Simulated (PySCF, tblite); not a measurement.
# C₆H₁₀Cl₂: a rotation path, then NMR shifts on frames, part 1 of 2

How do NMR shifts of C₆H₁₀Cl₂ (`ClC(Cl)C1CCCC1`) change as the atoms move?

Programs: tblite 0.8.0 and PySCF 2.14.0, with density-fitted response routines of our own. Each step states its level of theory. These are calculated values for one molecule in the gas phase, unless marked as measured. Atoms count from 0, in the outputs and in this text.

## (1) The molecule as given

18 atoms, charge 0, multiplicity 1; geometry from: GFN2-xTB.

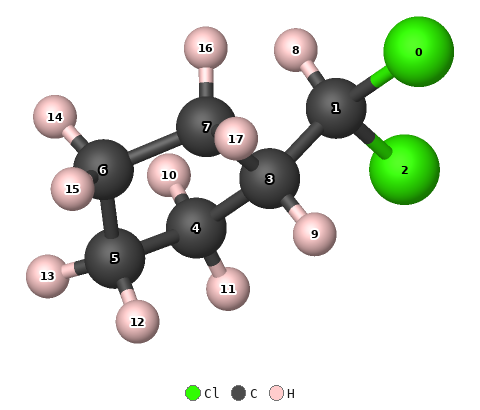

The starting geometry (chlorine green, carbon dark grey, hydrogen pink), atoms numbered.

## (2) The rotation path with GFN2-xTB

The job: settings as JSON, then the geometry in Å.

```
{"job": {"kind": "neb", "xc": "GFN2-xTB", "basis": "xTB", "atoms": [0, 1, 3, 7], "turn": 120}, "charge": 0, "multiplicity": 1}
Cl     2.422343     1.628263     1.584670
C      1.911108     0.782110     0.103285
Cl     3.272497    -0.197013    -0.491778
C      0.698536    -0.086086     0.372443
C      0.211667    -0.819858    -0.882756
C     -1.247428    -1.116686    -0.558258
C     -1.734287     0.182892     0.083063
C     -0.516843     0.743299     0.838352
H      1.714790     1.547254    -0.651361
H      0.962368    -0.820633     1.138083
H      0.273930    -0.155417    -1.746223
H      0.794218    -1.714472    -1.091300
H     -1.306742    -1.937442     0.157452
H     -1.824043    -1.387222    -1.440726
H     -2.047342     0.879953    -0.694583
H     -2.581901     0.018252     0.745627
H     -0.369499     1.797714     0.605985
H     -0.642132     0.661410     1.916367
```

With the program's defaults for keys left out, this is: GFN2-xTB climbing-image nudged elastic band, gas phase.

Launch:

```sh
> OMP_NUM_THREADS=1 python probes_run.py task.json out
```

This one command runs all jobs of the session in turn.

The program printed:

```text
image   E - E0 / eV
  0       0.0000
  1       0.0291
  2       0.0959
  3       0.1610
  4       0.1901
  5       0.1665
  6       0.0875
  7       0.0138
  8      -0.0022
```

It took 5.2 s on 1 thread of Intel Xeon Platinum 8559C, shared host; peak memory 0.19 GiB.

The final band, with the dihedral Cl0–C1–C3–C7:

```csv
image,dihedral (°),energy (eV),energy (kcal/mol)
0,61,0.000,0.0
1,75,0.029,0.7
2,90,0.096,2.2
3,104,0.161,3.7
4,120,0.190,4.4
5,135,0.167,3.8
6,153,0.087,2.0
7,178,0.014,0.3
8,180,-0.002,-0.1
```

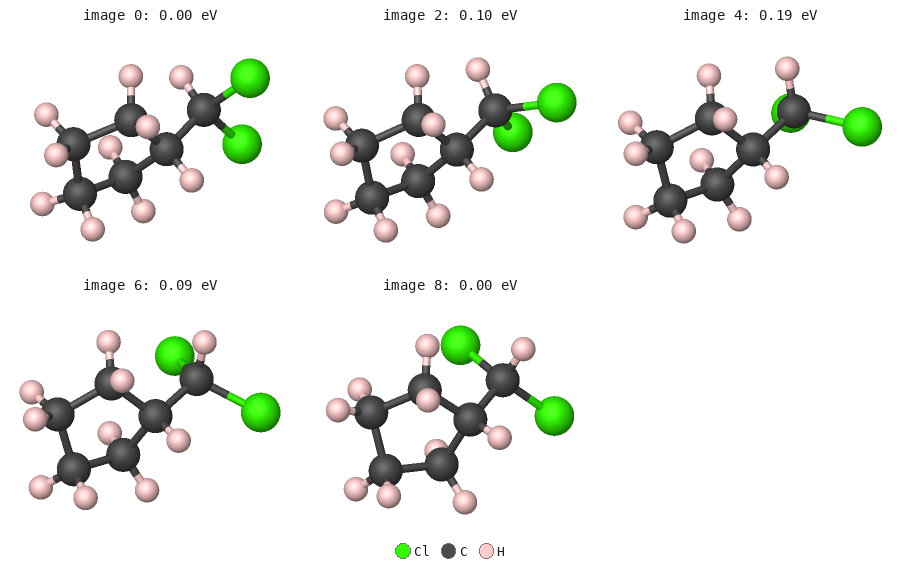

Images along the band.

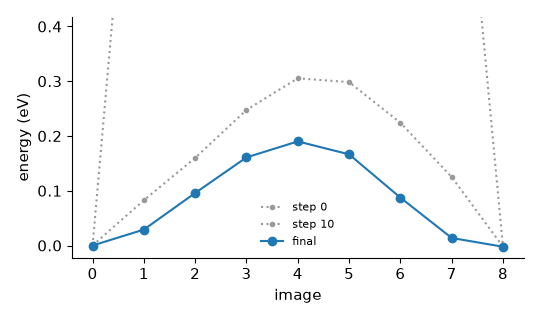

Energy along the band, early and final.

## (3) Nuclear shieldings: image 0, PBE0/pcSseg-1

The job: settings as JSON, then the geometry in Å.

```
{"job": {"kind": "nmr", "xc": "PBE0", "basis": "pcSseg-1", "pop": false}, "charge": 0, "multiplicity": 1}
Cl     2.422300     1.628300     1.584700
C      1.911100     0.782100     0.103300
Cl     3.272500    -0.197000    -0.491800
C      0.698500    -0.086100     0.372400
C      0.211700    -0.819900    -0.882800
C     -1.247400    -1.116700    -0.558300
C     -1.734300     0.182900     0.083100
C     -0.516800     0.743300     0.838400
H      1.714800     1.547300    -0.651400
H      0.962400    -0.820600     1.138100
H      0.273900    -0.155400    -1.746200
H      0.794200    -1.714500    -1.091300
H     -1.306700    -1.937400     0.157500
H     -1.824000    -1.387200    -1.440700
H     -2.047300     0.880000    -0.694600
H     -2.581900     0.018300     0.745600
H     -0.369500     1.797700     0.606000
H     -0.642100     0.661400     1.916400
```

Level: GIAO PBE0/pcSseg-1 NMR shielding, non-relativistic, gas phase.

The program printed:

```text
coarse grid: 15968 points
cycle   1  E = -1154.3016220866  dE =  9.606e-01  |g| = 4.721e-01  |ddm| = 3.815e+00
cycle   2  E = -1154.2555181668  dE =  4.610e-02  |g| = 6.701e-01  |ddm| = 1.008e+00
cycle   3  E = -1154.3601872323  dE = -1.047e-01  |g| = 6.614e-02  |ddm| = 6.160e-01
cycle   4  E = -1154.3609986641  dE = -8.114e-04  |g| = 3.467e-02  |ddm| = 9.525e-02
cycle   5  E = -1154.3612852815  dE = -2.866e-04  |g| = 8.836e-03  |ddm| = 4.383e-02
cycle   6  E = -1154.3613032474  dE = -1.797e-05  |g| = 1.574e-03  |ddm| = 1.138e-02
cycle   7  E = -1154.3613036702  dE = -4.228e-07  |g| = 3.142e-04  |ddm| = 1.835e-03
final grid: 144464 points
cycle   8  E = -1154.4088025309  dE = -5.907e-05  |g| = 9.018e-03  |ddm| = 3.635e-02
cycle   9  E = -1154.4087905280  dE =  1.200e-05  |g| = 1.110e-02  |ddm| = 1.798e-02
cycle  10  E = -1154.4088214426  dE = -3.091e-05  |g| = 1.355e-03  |ddm| = 1.131e-02
cycle  11  E = -1154.4088217737  dE = -3.311e-07  |g| = 4.223e-04  |ddm| = 1.920e-03
cycle  12  E = -1154.4088218152  dE = -4.151e-08  |g| = 8.756e-05  |ddm| = 4.299e-04
cycle  13  E = -1154.4088218169  dE = -1.717e-09  |g| = 2.192e-05  |ddm| = 1.072e-04
cycle  14  E = -1154.4088218170  dE = -1.141e-10  |g| = 4.589e-06  |ddm| = 2.480e-05
converged SCF energy = -1154.4088218170

GIAO shielding tensors (ppm)
atom      isotropic    diamagn.    paramagn.     s11        s22        s33       span
  0 Cl     669.379    1145.133    -475.754    396.028    600.754   1011.354    615.325
  1 C       94.469     242.073    -147.605     54.607    109.519    119.280     64.674
  2 Cl     670.461    1145.156    -474.696    404.410    600.740   1006.232    601.822
  3 C      129.384     247.750    -118.366     95.072    132.999    160.080     65.008
  4 C      149.037     246.115     -97.077    124.190    156.254    166.667     42.478
  5 C      155.856     247.415     -91.559    129.757    165.952    171.859     42.102
  6 C      158.458     246.912     -88.454    129.566    171.071    174.737     45.170
  7 C      154.624     246.024     -91.400    123.073    162.555    178.244     55.172
  8 H       26.344      27.951      -1.607     24.138     26.211     28.682      4.544
  9 H       29.217      30.906      -1.689     27.069     28.532     32.051      4.983
 10 H       30.723      30.604       0.119     25.743     30.900     35.526      9.783
 11 H       29.594      29.663      -0.069     23.768     29.851     35.162     11.394
 12 H       30.165      30.176      -0.011     25.738     27.791     36.966     11.228
 13 H       29.948      29.134       0.814     24.989     27.013     37.841     12.853
 14 H       30.075      29.822       0.254     25.042     28.112     37.071     12.029
 15 H       29.893      29.006       0.887     24.733     27.392     37.554     12.821
 16 H       30.374      30.115       0.259     24.359     31.701     35.062     10.703
 17 H       29.643      29.818      -0.175     23.843     29.394     35.692     11.849
```

It took 28 s on 1 thread of Intel Xeon Platinum 8559C, shared host; peak memory 0.86 GiB.

The references, computed at this level on geometries of the same kind, shield at (ppm): 1H TMS 31.72, 13C TMS 186.9, 35Cl HCl 950. Their shielding less the atom's gives the shift. The references are single molecules in the gas phase. Each atom is listed at this fixed geometry, with no averaging over motion; a spectrum would average atoms that exchange fast.

```csv
atoms,environment,σ (ppm),δ (ppm)
C1,sp3 CH bonded to 2 Cl,94.5,92.5
C3,sp3 CH in a ring,129.4,57.5
C4,sp3 CH2 in a ring,149.0,37.9
C7,sp3 CH2 in a ring,154.6,32.3
C5,sp3 CH2 in a ring,155.9,31.1
C6,sp3 CH2 in a ring,158.5,28.5
H8,hydrogen on an sp3 CH bonded to 2 Cl,26.34,5.37
H9,hydrogen on an sp3 CH in a ring,29.22,2.50
H11,hydrogen on an sp3 CH2 in a ring,29.59,2.12
H17,hydrogen on an sp3 CH2 in a ring,29.64,2.07
H15,hydrogen on an sp3 CH2 in a ring,29.89,1.82
H13,hydrogen on an sp3 CH2 in a ring,29.95,1.77
H14,hydrogen on an sp3 CH2 in a ring,30.08,1.64
H12,hydrogen on an sp3 CH2 in a ring,30.16,1.55
H16,hydrogen on an sp3 CH2 in a ring,30.37,1.34
H10,hydrogen on an sp3 CH2 in a ring,30.72,0.99
Cl0,chlorine bonded to C,669,280
Cl2,chlorine bonded to C,670,279
```

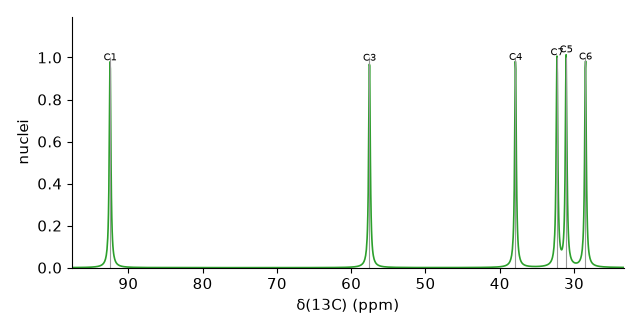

13C lines at the computed shifts, without couplings. Lines are broadened to a width of 0.26 ppm (Lorentzian).

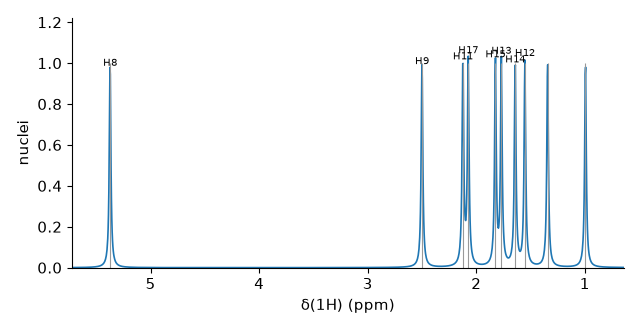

1H lines at the computed shifts, without couplings. Lines are broadened to a width of 0.02 ppm (Lorentzian).

Ring of atoms C3, C4, C5, C6, C7: NICS(0) -5.1, NICS(1) -3.9, NICS(1)zz -2.5 ppm (means of both faces).

## (4) NMR shieldings: image 2, PBE0/pcSseg-1

The job: settings as JSON, then the geometry in Å.

```
{"job": {"kind": "nmr", "xc": "PBE0", "basis": "pcSseg-1", "pop": false}, "charge": 0, "multiplicity": 1}
Cl     2.806700     1.056500     1.683100
C      1.911100     0.820800     0.160400
Cl     3.029500     0.122600    -1.036500
C      0.679900    -0.045900     0.398100
C      0.236100    -0.872500    -0.816100
C     -1.227000    -1.161600    -0.506200
C     -1.740100     0.188100    -0.009000
C     -0.561700     0.795900     0.771300
H      1.655600     1.817100    -0.206100
H      0.905100    -0.739000     1.212900
H      0.315700    -0.279400    -1.727300
H      0.831700    -1.775600    -0.933900
H     -1.298000    -1.907100     0.286800
H     -1.774900    -1.525700    -1.373400
H     -1.989100     0.817700    -0.863600
H     -2.632000     0.090100     0.607300
H     -0.420600     1.841000     0.495700
H     -0.736700     0.763400     1.845100
```

With the program's defaults for keys left out, this is: GIAO PBE0/pcSseg-1 NMR shielding, non-relativistic, gas phase.

The program printed:

```text
coarse grid: 15968 points
cycle   1  E = -1154.2948991273  dE =  9.578e-01  |g| = 4.760e-01  |ddm| = 3.814e+00
cycle   2  E = -1154.2457039091  dE =  4.920e-02  |g| = 6.827e-01  |ddm| = 1.021e+00
cycle   3  E = -1154.3544884477  dE = -1.088e-01  |g| = 6.634e-02  |ddm| = 6.273e-01
cycle   4  E = -1154.3552996879  dE = -8.112e-04  |g| = 3.541e-02  |ddm| = 9.723e-02
cycle   5  E = -1154.3556002336  dE = -3.005e-04  |g| = 8.712e-03  |ddm| = 4.404e-02
cycle   6  E = -1154.3556175777  dE = -1.734e-05  |g| = 1.574e-03  |ddm| = 1.118e-02
cycle   7  E = -1154.3556180034  dE = -4.256e-07  |g| = 3.260e-04  |ddm| = 1.883e-03
final grid: 144464 points
cycle   8  E = -1154.4035598097  dE = -5.305e-05  |g| = 8.680e-03  |ddm| = 3.358e-02
cycle   9  E = -1154.4035489413  dE =  1.087e-05  |g| = 1.060e-02  |ddm| = 1.723e-02
cycle  10  E = -1154.4035771186  dE = -2.818e-05  |g| = 1.385e-03  |ddm| = 1.086e-02
cycle  11  E = -1154.4035774713  dE = -3.527e-07  |g| = 4.095e-04  |ddm| = 1.872e-03
cycle  12  E = -1154.4035775106  dE = -3.930e-08  |g| = 8.194e-05  |ddm| = 4.190e-04
cycle  13  E = -1154.4035775120  dE = -1.492e-09  |g| = 2.009e-05  |ddm| = 9.553e-05
cycle  14  E = -1154.4035775121  dE = -9.368e-11  |g| = 4.457e-06  |ddm| = 2.324e-05
converged SCF energy = -1154.4035775121

GIAO shielding tensors (ppm)
atom      isotropic    diamagn.    paramagn.     s11        s22        s33       span
  0 Cl     643.230    1144.931    -501.701    380.436    545.799   1003.455    623.018
  1 C       93.207     240.989    -147.782     55.266    105.947    118.408     63.142
  2 Cl     670.238    1145.223    -474.985    377.471    644.098    989.143    611.672
  3 C      129.283     247.042    -117.759     97.944    123.853    166.051     68.107
  4 C      147.811     245.683     -97.872    118.312    153.398    171.723     53.410
  5 C      156.644     247.173     -90.529    133.391    165.127    171.414     38.023
  6 C      157.733     247.119     -89.386    129.031    169.343    174.826     45.794
  7 C      153.163     246.190     -93.027    120.664    160.574    178.253     57.589
  8 H       26.090      27.673      -1.583     24.044     25.309     28.917      4.873
  9 H       29.077      30.841      -1.764     25.842     28.645     32.744      6.902
 10 H       30.378      30.242       0.137     24.914     31.506     34.714      9.800
 11 H       29.492      29.713      -0.221     23.785     29.815     34.875     11.091
 12 H       30.337      30.151       0.186     26.012     27.786     37.214     11.202
 13 H       29.985      29.064       0.921     25.081     27.032     37.841     12.759
 14 H       30.030      29.853       0.177     25.209     27.926     36.955     11.745
 15 H       29.870      28.964       0.906     24.707     27.238     37.666     12.959
 16 H       30.521      30.395       0.126     25.209     30.757     35.598     10.389
 17 H       29.500      29.801      -0.300     23.931     28.888     35.682     11.752
```

Run time: 28 s. Hardware: 1 thread of Intel Xeon Platinum 8559C, shared host; peak memory 0.94 GiB.

Key values: δ C1 93.7, C3 57.6, C4 39.1, C7 33.8, H8 5.63, H9 2.64 ppm.

(Continued in part 2 of 2.)
